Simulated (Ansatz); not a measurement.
# BrCl2FHIn: what the fields show

Input

```
crystal:
  periodic: [false, false, false]
  atoms:
    - { symbol: In, position_ang: [-1.050663, -0.369236, -0.118078] }
    - { symbol: F, position_ang: [0.148921, -0.534549, 1.453269] }
    - { symbol: Cl, position_ang: [-0.94001, -1.997354, -1.781424] }
    - { symbol: Cl, position_ang: [-2.673485, 1.293372, -0.002283] }
    - { symbol: H, position_ang: [1.972514, 0.457455, 0.813861] }
    - { symbol: Br, position_ang: [2.542724, 1.150211, -0.365244] }
basis:
  gaussian: { orbitals: def2-SVP }
hamiltonian:
  xc: b3lyp
  dispersion: d4
relax:
  f_tol: 0.03
  max_steps: 50
output:
  orbitals: {}
```

Run with:

```sh
ansatz run input.yaml --threads 2 --pin off --max-ram 3072MiB --backend cpu --events-out ev --progress --plain --runs-dir out
```

The fields are those of the relaxed geometry.

Core potentials replace the inner electrons of In.

The calculation used Ansatz 0.2.0, RKS B3LYP-D4/def2-SVP.

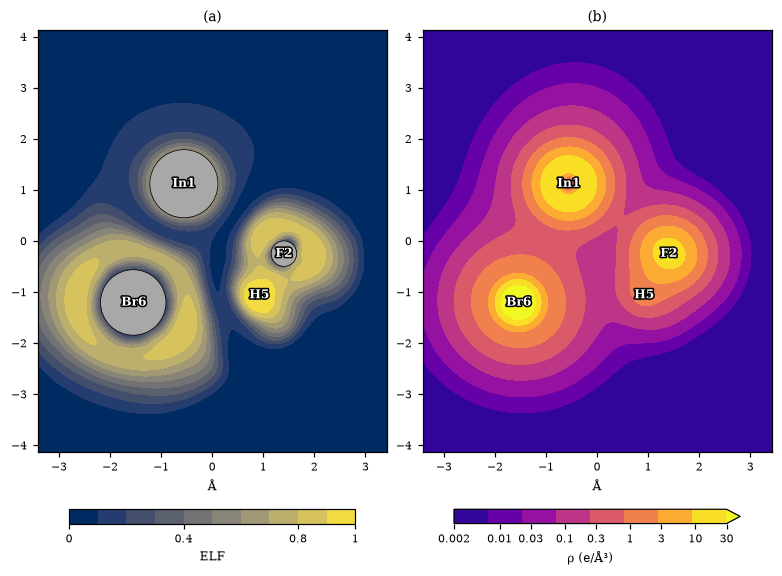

Figure 1. (a) ELF; (b) electron density on the plane of atoms In1, F2 and H5. Grey discs cover the atomic cores in the ELF map.

> What does the map show?

The section cuts through In, F, H and Br sites. In–F (2.39 Å): the density is about 0.26 e/Å³ at the midpoint; the ELF is about 0.10 at the midpoint. In–Br (2.53 Å): ρ at the midpoint is about 0.45 e/Å³; the ELF peaks at about 0.75 in the valence shell of Br, 1.0 Å from its nucleus, and drops to about 0.15 between the two atoms. F–H (0.95 Å): the density is about 4.4 e/Å³ at the midpoint; the ELF climbs to about 1 towards the hydrogen, as it does in any bond to H: a covalent bond by its length. The ELF also peaks beside Br6 and F2, away from the bonds: lone-pair regions.

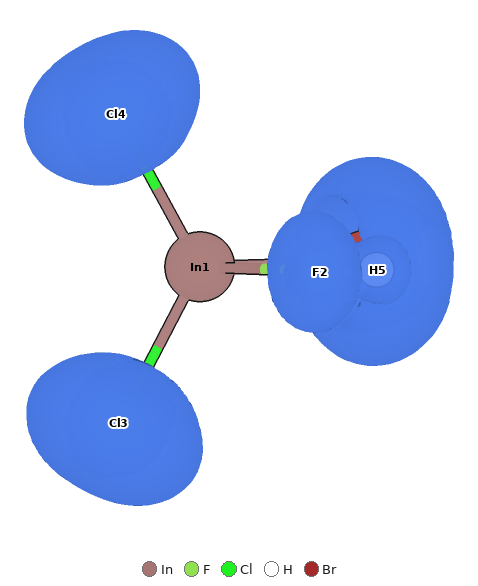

Figure 2. Isosurface of the ELF at 0.8 (blue), seen across its widest extent. Core shells and regions of very low density are left out.

> Identify the bonds, lone pairs and shells in this picture.

The surface consists of one ring or bowl of non-bonding electrons around Br, two regions wrapped around Cl (the valence shell of each) and one joined region spread over several atoms (F, H), in which their bonds and any lone pairs are merged.


In–Cl (2.34 Å): the ELF peaks at about 0.80 in the valence shell of Cl, 0.8 Å from its nucleus, and drops to about 0.15 between the two atoms.

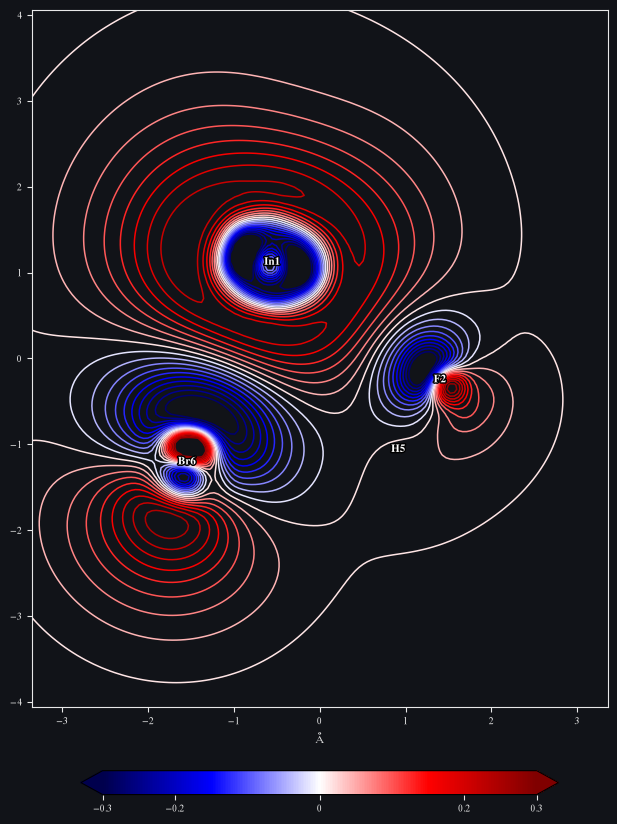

Figure 3. The LUMO on the plane of atoms In1, F2 and H5 (values in Å⁻³ᐟ²; the overall sign is arbitrary).

> What is the character of this orbital?

By Hirshfeld shares it lies mainly on In1 (about 45 %), Br6 (about 20 %), Cl4 (about 15 %) and Cl3 (about 15 %). Its energy is −3.03 eV.
